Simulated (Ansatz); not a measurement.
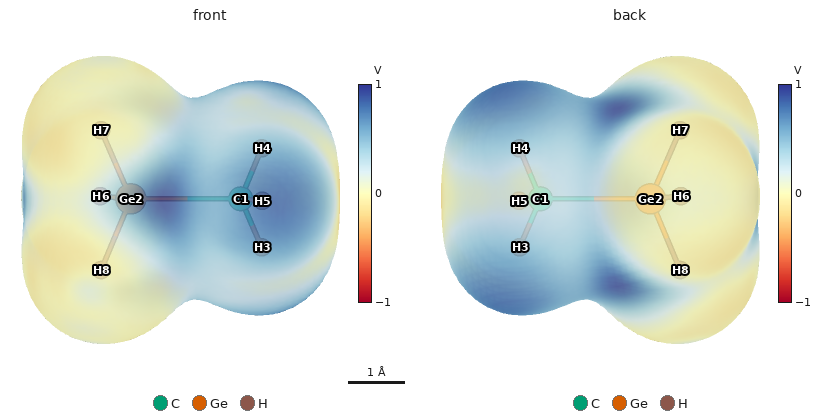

CH6Ge (SMILES [CH3][GeH3]). The electrostatic potential painted on the density surface at 0.002 e/bohr³, seen from the front and from behind; the colour scale runs from red (negative) to blue (positive).

Geometry: B3LYP-D4/def2-TZVP.

These are results of isolated molecule in a Gaussian basis; Kohn-Sham density functional theory, functional PBE0 (Ansatz 0.2.0), not measurements.

```xyz
8

C     0.4131    0.1932   -0.5301
Ge    0.6335    0.1202    1.4222
H    -0.0028   -0.7445   -0.8977
H    -0.2605    1.0050   -0.8032
H     1.3760    0.3610   -1.0120
H    -0.7259   -0.1194    2.1068
H     1.2192    1.4457    1.9457
H     1.5874   -1.0253    1.8119
```

Q: Where is the surface potential most negative and most positive?

A: The most negative region (about −0.2 V) lies over C1, the most positive (about +0.9 V, or +21 kcal/mol for a unit charge) over Ge2.

Q: What dipole moment does the calculation give?

A: Its dipole moment is 0.70 D.
